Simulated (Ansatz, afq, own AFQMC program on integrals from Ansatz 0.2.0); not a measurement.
**GeH4+ (doublet): quantum Monte Carlo beside coupled cluster at distance Ge1–H3 = 5.394 Å, cc-pVDZ**

How near does AFQMC come to the top of the ladder for GeH4+ (doublet)?

Program: Ansatz 0.2.0, Gaussian basis, and an in-house AFQMC program (afq) on its integrals; all values are calculated. Level of theory: cc-pVDZ, frozen cores. These are calculated values, not measurements.

Plan: PBE (unrestricted); r2SCAN (unrestricted); PBE0 (unrestricted); B3LYP (unrestricted); wB97M-V (unrestricted); B2PLYP (unrestricted); CCSD(T) on UHF; CCSDT(Q) on UHF; Phaseless AFQMC, CISD trial on UHF.

2 further runs of the same task are left out: 2 that didn't finish.

**1. The system**

The geometry derives from a PBE0/def2-TZVP stationary point (not a proven minimum). One bond is set to the value named and the two fragments are kept rigid. No spin-orbit coupling is included. The filled d shell of Ge may be among the frozen orbitals whatever the setting's name suggests; the logs give the count.

5 atoms, charge 1, spin multiplicity 2.

Atoms are counted from 1 here; the program's logs count them from 0.

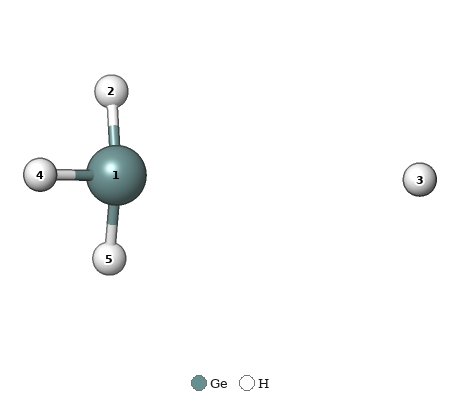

The structure; germanium teal, hydrogen white; atoms are numbered from 1 in the order of the file.

**2. PBE (unrestricted)**

The input, in.yaml:

```yaml
crystal:
  periodic: [false, false, false]
  atoms:
    - {symbol: Ge, position_ang: [0.018323, 0.033109, -0.033187]}
    - {symbol: H, position_ang: [0.579626, 1.067034, 0.999404]}
    - {symbol: H, position_ang: [-1.945358, -3.515083, 3.523430]}
    - {symbol: H, position_ang: [-0.540901, 1.063926, -1.070005]}
    - {symbol: H, position_ang: [0.586106, -1.001944, -1.061095]}
basis:
  gaussian: {orbitals: cc-pVDZ}
total_charge: 1
magnetization: {spin_polarized: true, initial_magnetization: 1}
hamiltonian: {xc: {name: PBE}}
output: {orbitals: {seedname: orbitals}}
```

Started as:

```bash
$ ansatz run in.yaml --threads 1 --pin off --events-out ev --progress --plain --max-ram 1382MiB
```

Standard output:

```text
Functional definition: PBE
  name "PBE"
  cite "Perdew, Burke & Ernzerhof, Phys. Rev. Lett. 77, 3865 (1996) doi:10.1103/PhysRevLett.77.3865"
  parent pbe
  parameter kappa = 0.804
  parameter beta = 0.06672455060314922
  exchange = pbe_x(kappa = kappa, mu = beta*pi^2/3)
  correlation = pbe_c(beta = beta)
607 factors; their error is unknown
mean field evaluation 1: about -56553.5889 eV, gradient 1.3e1 eV
mean field evaluation 2: about -56539.9125 eV, gradient 2.6e1 eV
mean field evaluation 4: about -56542.9274 eV, gradient 1.9e1 eV
mean field evaluation 8: about -56555.2317 eV, gradient 4.8e0 eV
mean field evaluation 16: about -56560.4602 eV, gradient 9.0e-2 eV
mean field evaluation 32: about -56560.4603 eV, gradient 8.1e-6 eV
mean field -56560.46025490 eV, -2078.5585763105 hartree, gradient 8.1e-6 eV, S^2 0.750193; 0 other end points of the search recorded, 0 dependent functions left out
reference -56560.46029427 eV, -2078.5585777575 hartree; 18, 17 occupied and 29, 30 virtual orbitals, 607 factors
Total energy: -56560.46029427 eV, -2078.5585777575 hartree
```

Run time: 0.99 s. Hardware: 1 thread of Intel Xeon 6975P-C (Granite Rapids), shared host.

From the report: ⟨S²⟩ of the determinant 0.750 (pure doublet: 0.75).

**3. r2SCAN (unrestricted)**

in.yaml, as its differences from that of step 2:

```diff
@@ -12,3 +12,2 @@
 magnetization: {spin_polarized: true, initial_magnetization: 1}
-hamiltonian: {xc: {name: PBE}}
-output: {orbitals: {seedname: orbitals}}
+hamiltonian: {xc: {name: r2SCAN}}
```

Same command.

Standard output:

```text
Functional definition: r2SCAN
  name "r2SCAN"
  cite "Furness, Kaplan, Ning, Perdew & Sun, J. Phys. Chem. Lett. 11, 8208 (2020) doi:10.1021/acs.jpclett.0c02405"
  cite "Furness, Kaplan, Ning, Perdew & Sun, J. Phys. Chem. Lett. 11, 9248 (2020) doi:10.1021/acs.jpclett.0c03077"
  parent r2scan
  parameter k0 = 0.174
  parameter k1 = 0.065
  parameter a1 = 4.9479
  exchange = r2scan_x(k0 = k0, k1 = k1, a1 = a1)
  correlation = r2scan_c
607 factors; their error is unknown
mean field evaluation 1: about -56562.4868 eV, gradient 1.2e1 eV
mean field evaluation 2: about -56548.9894 eV, gradient 2.5e1 eV
mean field evaluation 4: about -56550.6343 eV, gradient 2.0e1 eV
mean field evaluation 8: about -56568.5703 eV, gradient 2.3e0 eV
mean field evaluation 16: about -56568.6814 eV, gradient 4.4e-3 eV
mean field -56568.68141273 eV, -2078.8606982885 hartree, gradient 2.4e-5 eV, S^2 0.750406; 0 other end points of the search recorded, 0 dependent functions left out
reference -56568.68142651 eV, -2078.8606987947 hartree; 18, 17 occupied and 29, 30 virtual orbitals, 607 factors
Total energy: -56568.68142651 eV, -2078.8606987947 hartree
```

It took 1.5 s on 1 thread of Intel Xeon 6975P-C (Granite Rapids), shared host.

From the report: ⟨S²⟩ of the determinant 0.750 (pure doublet: 0.75).

**4. PBE0 (unrestricted)**

in.yaml, as its differences from that of step 3:

```diff
@@ -12,2 +12,3 @@
 magnetization: {spin_polarized: true, initial_magnetization: 1}
-hamiltonian: {xc: {name: r2SCAN}}
+hamiltonian: {xc: {name: PBE0}}
+output: {orbitals: {seedname: orbitals}}
```

The command is unchanged.

Standard output, cut to the lines that bear on the results:

```text
Functional definition: PBE0
  name "PBE0"
  cite "Adamo & Barone, J. Chem. Phys. 110, 6158 (1999) doi:10.1063/1.478522"
  cite "Perdew, Burke & Ernzerhof, Phys. Rev. Lett. 77, 3865 (1996) doi:10.1103/PhysRevLett.77.3865"
  parent pbe
[...]
497 factors; integrals over basis functions are off by at most 9.8e-4 eV
[...]
mean field -56561.91311377 eV, -2078.6119678893 hartree, gradient 3.5e-5 eV, S^2 0.750005; 2 other end points of the search recorded, 0 dependent functions left out
reference -56561.91314544 eV, -2078.6119690531 hartree; 18, 17 occupied and 29, 30 virtual orbitals, 497 factors
Total energy: -56561.91314544 eV, -2078.6119690531 hartree
```

Wall time 1.6 s (1 thread of Intel Xeon 6975P-C (Granite Rapids), shared host).

From the report: ⟨S²⟩ of the determinant 0.750 (pure doublet: 0.75).

**5. B3LYP (unrestricted)**

in.yaml, as its differences from that of step 4:

```diff
@@ -12,3 +12,2 @@
 magnetization: {spin_polarized: true, initial_magnetization: 1}
-hamiltonian: {xc: {name: PBE0}}
-output: {orbitals: {seedname: orbitals}}
+hamiltonian: {xc: {name: B3LYP}}
```

Launched as before.

Standard output, cut to the lines that bear on the results:

```text
Functional definition: B3LYP
  name "B3LYP"
  cite "Stephens, Devlin, Chabalowski & Frisch, J. Phys. Chem. 98, 11623 (1994) doi:10.1021/j100096a001"
  cite "Becke, Phys. Rev. A 38, 3098 (1988) doi:10.1103/PhysRevA.38.3098"
  cite "Lee, Yang & Parr, Phys. Rev. B 37, 785 (1988) doi:10.1103/PhysRevB.37.785"
  cite "Vosko, Wilk & Nusair, Can. J. Phys. 58, 1200 (1980) doi:10.1139/p80-159"
[...]
497 factors; integrals over basis functions are off by at most 9.8e-4 eV
[...]
mean field -56570.57233496 eV, -2078.9301883987 hartree, gradient 8.6e-5 eV, S^2 0.750024; 0 other end points of the search recorded, 0 dependent functions left out
reference -56570.57260295 eV, -2078.9301982470 hartree; 18, 17 occupied and 29, 30 virtual orbitals, 497 factors
Total energy: -56570.57260295 eV, -2078.9301982470 hartree
```

Run time: 0.96 s. Hardware: 1 thread of Intel Xeon 6975P-C (Granite Rapids), shared host.

From the report: ⟨S²⟩ of the determinant 0.750 (pure doublet: 0.75).

**6. wB97M-V (unrestricted)**

in.yaml, as its differences from that of step 5:

```diff
@@ -12,2 +12,3 @@
 magnetization: {spin_polarized: true, initial_magnetization: 1}
-hamiltonian: {xc: {name: B3LYP}}
+hamiltonian: {xc: {name: wB97M-V}}
+output: {orbitals: {seedname: orbitals}}
```

Launched as before.

Standard output, cut to the lines that bear on the results:

```text
Functional definition: wB97M-V
  name "wB97M-V"
  cite "Mardirossian & Head-Gordon, J. Chem. Phys. 144, 214110 (2016) doi:10.1063/1.4952647"
  cite "Becke, J. Chem. Phys. 107, 8554 (1997) doi:10.1063/1.475007"
  cite "Vydrov & Van Voorhis, J. Chem. Phys. 133, 244103 (2010) doi:10.1063/1.3521275"
  # Of w^i u^j: cxij and so on, Table III.
[...]
  gx(w, u) = 1 - cx + cx01*u + cx10*w
  gss(w, u) = css00 + css04*u^4 + css10*w + css20*w^2 + css43*w^4*u^3
  gos(w, u) = cos00 + cos10*w + (cos20 + cos21*u)*w^2 + (cos60 + cos61*u)*w^6
[...]
      + integral(e_c_pw_mod_opposite_spin*gos(b97_w_opposite, b97_u_opposite)) + vv10(b, c)
497 factors; integrals over basis functions are off by at most 9.8e-4 eV
162 factors; integrals over basis functions are off by at most 1.3e-4 eV
[...]
mean field -56565.43005368 eV, -2078.7412130473 hartree, gradient 7.4e-5 eV, S^2 0.750000; 0 other end points of the search recorded, 0 dependent functions left out
reference -56565.43009728 eV, -2078.7412146496 hartree; 18, 17 occupied and 29, 30 virtual orbitals, 497 factors
Total energy: -56565.43009728 eV, -2078.7412146496 hartree
```

Run time: 2.9 s. Hardware: 1 thread of Intel Xeon 6975P-C (Granite Rapids), shared host.

From the report: ⟨S²⟩ of the determinant 0.750 (pure doublet: 0.75).

**7. B2PLYP (unrestricted)**

in.yaml, as its differences from that of step 6:

```diff
@@ -12,3 +12,3 @@
 magnetization: {spin_polarized: true, initial_magnetization: 1}
-hamiltonian: {xc: {name: wB97M-V}}
-output: {orbitals: {seedname: orbitals}}
+hamiltonian: {xc: {name: B2PLYP}}
+correlation: {electrons: outside_noble_gas}
```

The command is unchanged.

Standard output, cut to the lines that bear on the results:

```text
Functional definition: B2PLYP
  name "B2PLYP"
  cite "Grimme, J. Chem. Phys. 124, 034108 (2006) doi:10.1063/1.2148954"
  cite "Becke, Phys. Rev. A 38, 3098 (1988) doi:10.1103/PhysRevA.38.3098"
  cite "Lee, Yang & Parr, Phys. Rev. B 37, 785 (1988) doi:10.1103/PhysRevB.37.785"
[...]
497 factors; integrals over basis functions are off by at most 9.8e-4 eV
[...]
mean field -56556.79935163 eV, -2078.4240405967 hartree, gradient 3.6e-6 eV, S^2 0.750000; 2 other end points of the search recorded, 0 dependent functions left out
14 core orbitals not correlated: weight in the atoms' cores, before any rotation towards them, 0.999 or more for the frozen orbitals, at most 0.000 for the correlated occupied ones
reference -56556.79952612 eV, -2078.4240470094 hartree; 4, 3 occupied and 29, 30 virtual orbitals, 497 factors
second order -2.93587186 eV of doubles, -0.00000000 eV of singles
Total energy: -56557.59221152 eV, -2078.4531776606 hartree
```

Run time: 1.4 s. Hardware: 1 thread of Intel Xeon 6975P-C (Granite Rapids), shared host.

From the report: ⟨S²⟩ of the determinant 0.750 (pure doublet: 0.75).

**8. CCSD(T) on UHF**

in.yaml, as its differences from that of step 7:

```diff
@@ -12,3 +12,2 @@
 magnetization: {spin_polarized: true, initial_magnetization: 1}
-hamiltonian: {xc: {name: B2PLYP}}
-correlation: {electrons: outside_noble_gas}
+correlation: {method: ccsd_t, electrons: outside_noble_gas, hamiltonian_folder: ham}
```

The command is unchanged.

Standard output, cut to the lines that bear on the results:

```text
Functional definition: HF
  name "HF"
  cite "Fock, Z. Phys. 61, 126 (1930) doi:10.1007/BF01340294"
  parent pbe
[...]
497 factors; integrals over basis functions are off by at most 9.8e-4 eV
[...]
mean field -56523.81843884 eV, -2077.2120144072 hartree, gradient 3.3e-6 eV, S^2 0.750000; 5 other end points of the search recorded, 0 dependent functions left out
determinant -56523.81843884 eV, -2077.2120144072 hartree, with singles and doubles -56526.86542237 eV, -2077.3239889866 hartree
determinant -56521.49412935 eV, -2077.1265976088 hartree, with singles and doubles -56524.03721273 eV, -2077.2200541995 hartree
determinant -56521.21690780 eV, -2077.1164099047 hartree, with singles and doubles -56523.75528559 eV, -2077.2096935681 hartree
determinant -56521.21668392 eV, -2077.1164016772 hartree, with singles and doubles -56523.75514863 eV, -2077.2096885347 hartree
14 core orbitals not correlated: weight in the atoms' cores, before any rotation towards them, 0.999 or more for the frozen orbitals, at most 0.000 for the correlated occupied ones
reference -56523.81843884 eV, -2077.2120144072 hartree; 4, 3 occupied and 29, 30 virtual orbitals, 497 factors
second order -2.31378786 eV of doubles, -0.00000000 eV of singles
cycle   1  -3.02408801 eV  change   -8.8e-2 eV  update   1.3e-2
[...]
cycle   9  -3.02854055 eV  change    1.3e-6 eV  update   3.4e-6
perturbative correction -0.05208619 eV, -0.0019141321 hartree
Total energy: -56526.89906558 eV, -2077.3252253517 hartree
```

Wall time 1.5 s (1 thread of Intel Xeon 6975P-C (Granite Rapids), shared host).

From the report: ⟨S²⟩ of the determinant 0.750 (pure doublet: 0.75); correlation -3.0806 eV; T1 0.011; largest double amplitude 0.06.

This run also writes the integrals to the folder ham.

**9. CCSDT(Q) on UHF**

in.yaml, as its differences from that of step 8:

```diff
@@ -12,2 +12,2 @@
 magnetization: {spin_polarized: true, initial_magnetization: 1}
-correlation: {method: ccsd_t, electrons: outside_noble_gas, hamiltonian_folder: ham}
+correlation: {method: ccsdt_q, electrons: outside_noble_gas}
```

Same command.

Standard output, cut to the lines that bear on the results:

```text
Functional definition: HF
  name "HF"
  cite "Fock, Z. Phys. 61, 126 (1930) doi:10.1007/BF01340294"
  parent pbe
[...]
882 factors; integrals over basis functions are off by at most 1.8e-7 eV
[...]
mean field -56523.81851975 eV, -2077.2120173807 hartree, gradient 2.6e-6 eV, S^2 0.750000; 5 other end points of the search recorded, 0 dependent functions left out
determinant -56523.81851975 eV, -2077.2120173807 hartree, with singles and doubles -56526.86552130 eV, -2077.3239926223 hartree
determinant -56521.49422763 eV, -2077.1266012207 hartree, with singles and doubles -56524.03731762 eV, -2077.2200580539 hartree
determinant -56521.21700224 eV, -2077.1164133755 hartree, with singles and doubles -56523.75538773 eV, -2077.2096973216 hartree
determinant -56521.21678802 eV, -2077.1164055030 hartree, with singles and doubles -56523.75525914 eV, -2077.2096925961 hartree
14 core orbitals not correlated: weight in the atoms' cores, before any rotation towards them, 0.999 or more for the frozen orbitals, at most 0.000 for the correlated occupied ones
reference -56523.81851975 eV, -2077.2120173807 hartree; 4, 3 occupied and 29, 30 virtual orbitals, 882 factors
second order -2.31383194 eV of doubles, -0.00000000 eV of singles
cycle   1  -2.80830599 eV  change   -4.9e-1 eV  update   5.9e-2
[...]
cycle  14  -3.09596337 eV  change    3.6e-7 eV  update   2.2e-7
perturbative correction -0.00134460 eV, -0.0000494131 hartree
Total energy: -56526.91582772 eV, -2077.3258413490 hartree
```

Wall time 6 s (1 thread of Intel Xeon 6975P-C (Granite Rapids), shared host).

From the report: ⟨S²⟩ of the determinant 0.750 (pure doublet: 0.75); correlation -3.0973 eV; T1 0.011; largest double amplitude 0.06.

**10. Phaseless AFQMC, CISD trial on UHF**

It reads the integrals that the CCSD(T) run on this determinant wrote.

Started as:

```bash
$ afq ham --method phaseless --trial cisd --walkers 60 --populations 1 --least-time 40 --time-step 0.005 --steps-per-block 50 --equilibration-blocks 40 --max-blocks 300 --target-error 0.00064 --factor-cut 1e-05 --start spin_pure --seed 3798 --release-times 0.24,0.51,0.99,1.62,2.4 --release-step 0.03 --release-every 4 --taylor-order 6
```

Standard output:

```text
orbitals 33  electrons 4 3  factors 235 of 497
reference energy -2077.21201441 Eh
CCSD correlation -0.11129676 Eh in 11 cycles, weight of the determinant in the CISD state 0.9262
energy of the start -2077.323311 Eh
 block  time / (1/Eh)  mean weight  energy / Eh
     1     0.250  1.0021  -2077.322696
     2     0.500  0.9994  -2077.322713
     3     0.750  1.0001  -2077.323300
     4     1.000  1.0003  -2077.323708
     5     1.250  0.9991  -2077.324119
     6     1.500  1.0011  -2077.323854
     7     1.750  1.0011  -2077.324009
     8     2.000  1.0011  -2077.324406
     9     2.250  1.0008  -2077.324666
    10     2.500  0.9999  -2077.325732
    11     2.750  1.0000  -2077.326356
    16     4.000  1.0014  -2077.326155
    21     5.250  0.9997  -2077.324747
    26     6.500  1.0003  -2077.325076
    31     7.750  1.0006  -2077.324464
    36     9.000  0.9999  -2077.325390
    41    10.250  0.9992  -2077.325440
    46    11.500  0.9996  -2077.326026
    51    12.750  0.9988  -2077.325129
    56    14.000  0.9973  -2077.328000
    61    15.250  1.0004  -2077.327423
    66    16.500  1.0004  -2077.326555
    71    17.750  0.9992  -2077.325780
    76    19.000  0.9988  -2077.325116
    81    20.250  0.9993  -2077.326896
    86    21.500  1.0021  -2077.325753
    91    22.750  1.0017  -2077.325135
    96    24.000  0.9987  -2077.326098
   101    25.250  0.9994  -2077.326905
   106    26.500  1.0014  -2077.324627
   111    27.750  1.0005  -2077.326420
   116    29.000  1.0016  -2077.325336
   121    30.250  1.0015  -2077.325124
   126    31.500  1.0000  -2077.326606
   131    32.750  0.9998  -2077.326144
   136    34.000  1.0002  -2077.326838
   141    35.250  0.9995  -2077.326346
   146    36.500  0.9983  -2077.326548
   151    37.750  1.0008  -2077.325286
   156    39.000  1.0007  -2077.326123
   161    40.250  1.0005  -2077.326112
   166    41.500  1.0002  -2077.325271
   171    42.750  0.9979  -2077.326010
   176    44.000  0.9991  -2077.324644
   181    45.250  1.0001  -2077.324747
   186    46.500  0.9986  -2077.323706
   191    47.750  1.0005  -2077.326172
   196    49.000  0.9985  -2077.324653
blocks merged  error / Eh  count
     1  0.000088  160
     2  0.000113  80
     4  0.000142  40
     8  0.000141  20
    16  0.000155  10
released: time / (1/Eh)  energy / Eh  error  mean overlap
  0.24  -2077.325673  0.000211  1.0011
  0.51  -2077.325673  0.000143  0.9996
  0.99  -2077.325668  0.000138  1.0097
  1.62  -2077.325806  0.000154  1.0077
  2.40  -2077.325809  0.000214  1.0179
energy -2077.325803 +/- 0.000142 Eh
```

Wall time 1.7 min (1 thread of Intel Xeon 6975P-C (Granite Rapids), shared host).

Energy -56526.9148 ± 0.0039 eV. Caveats: constraint bias not in the error.

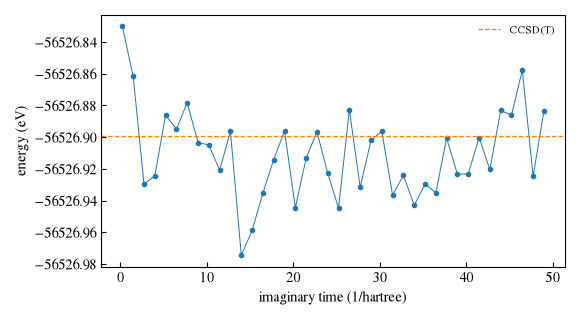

Block energies along the walk.

**11. AFQMC on the ladder**

On the UHF determinant, counted from CCSDT(Q) (a yardstick, not exact):

```
                                              level  energy (eV)  from CCSDT(Q) (kJ/mol)  statistical error (kJ/mol)     time
                                                 HF  -56523.8184                  +298.9                                     
                                                MP2  -56526.1322                   +75.6                                     
                                               CCSD  -56526.8470                    +6.6                                     
                                            CCSD(T)  -56526.8991                    +1.6                                     
                                           CCSDT(Q)  -56526.9158                     0.0                                     
Phaseless AFQMC, CISD trial, step 0.005, 60 walkers  -56526.9148                    +0.1                         0.4  1.7 min
```

The functionals' totals stand on their own zeros and serve differences with other points: PBE -56560.460 eV; r2SCAN -56568.681 eV; PBE0 -56561.913 eV; B3LYP -56570.573 eV; wB97M-V -56565.430 eV; B2PLYP -56557.592 eV.

**12. Results**

```
                                        quantity              value
                    CCSD(T) on UHF from CCSDT(Q)        +1.6 kJ/mol
Phaseless AFQMC, CISD trial on UHF from CCSDT(Q)  +0.1 ± 0.4 kJ/mol
```

In words: On UHF the phaseless walk with the CISD trial lies +0.1 kJ/mol from CCSDT(Q), within three error bars. Error bars are statistical and leave out the constraint, the time step and what remains of the start.
